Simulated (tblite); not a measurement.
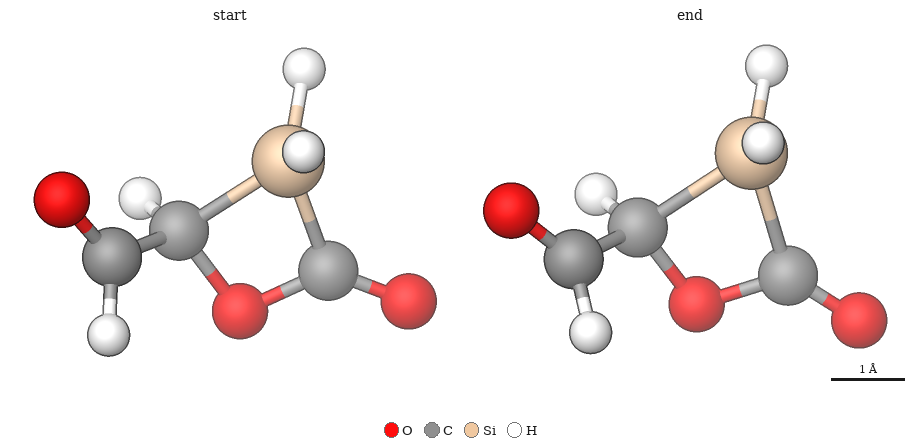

The structure of C3H4O3Si before (left) and after (right) a relaxation, at one scale.

The picture is a ball-and-stick view, seen at a tilt.

Level of theory: GFN2-xTB geometry optimisation, gas phase (tblite 0.8.0). 

Describe what moved and what it gained.

After 51 geometry steps the energy has fallen by 65.1 kJ/mol. The atom that moves furthest after the best rigid fit is an H atom (0.32 Å). Largest moves by element: H 0.32 Å, O 0.30 Å, Si 0.14 Å, C 0.07 Å. Among the contacts that change: C–Si 1.781 → 1.952 Å, C–Si 1.867 → 1.966 Å, C–O 1.247 → 1.202 Å, C–O 1.481 → 1.437 Å. Among the angles between lasting bonds that change: O–C–Si 131.4° → 139.3°, C–O–C 98.2° → 104.1°, O–C–O 130.1° → 125.3°. Cost: 0.44 s on 1 thread of Arm Neoverse N1, on a shared host.
